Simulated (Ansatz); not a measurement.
A computed optical spectrum

Method: Ansatz, LDA, independent particles, without spin-orbit coupling, line width 0.15 eV (Gaussian); metals get a typed carrier damping. The response is along the first axis of the cell.

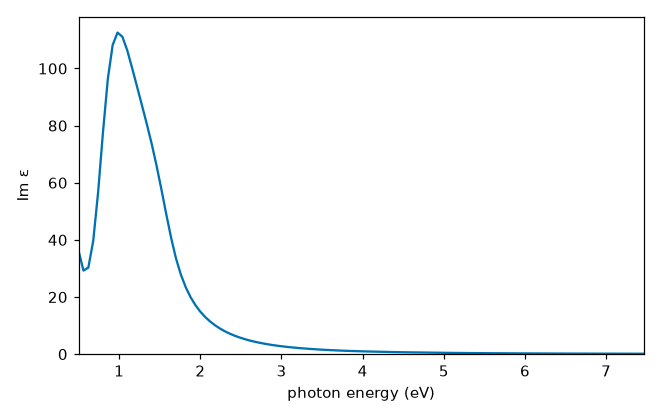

Task: All candidates were run at this level. Which one is shown?
A. Rb2CdSe2O6 (R-3m)
B. Cd (P6_3/mmc)
C. Os (P6_3/mmc)
D. LaB6 (Pm-3m)

Result: B. Cd (P6_3/mmc): a metal, with a Drude term. The others: Rb2CdSe2O6 (R-3m), least direct gap 3.89 eV, ε∞ = 3.92 along the first axis, strongest peak along the first axis at 5.08 eV; LaB6 (Pm-3m), a metal, with a Drude term, main peak of the conductivity above 1 eV at 6.34 eV; Os (P6_3/mmc), a metal, with a Drude term, main peak of the conductivity above 1 eV at 2.86 eV.
